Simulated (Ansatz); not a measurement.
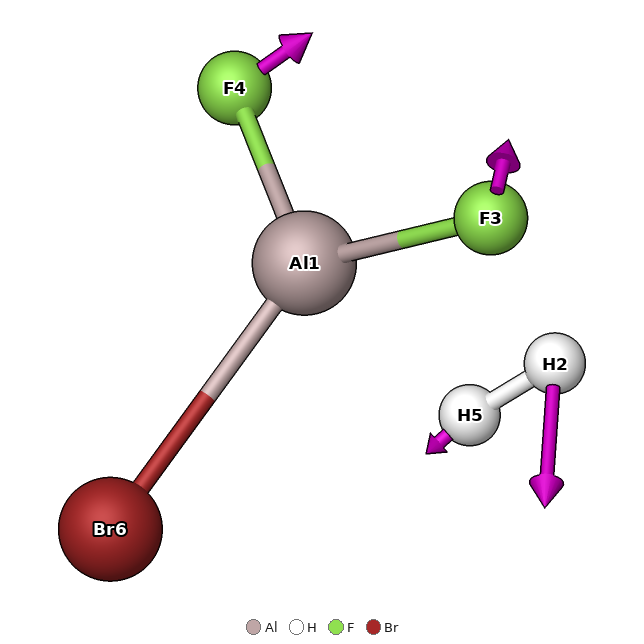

The arrows show one normal mode. Harmonic vibrations computed with RKS PBE0-D4/def2-TZVP (Ansatz 0.2.0) at a stationary point of the same level.

Q: What kind of motion is it?

A: Mostly angle bending.

Q: Estimate its harmonic wavenumber.

A: 208 cm⁻¹; it is mode 3 of 12 counted from the lowest.
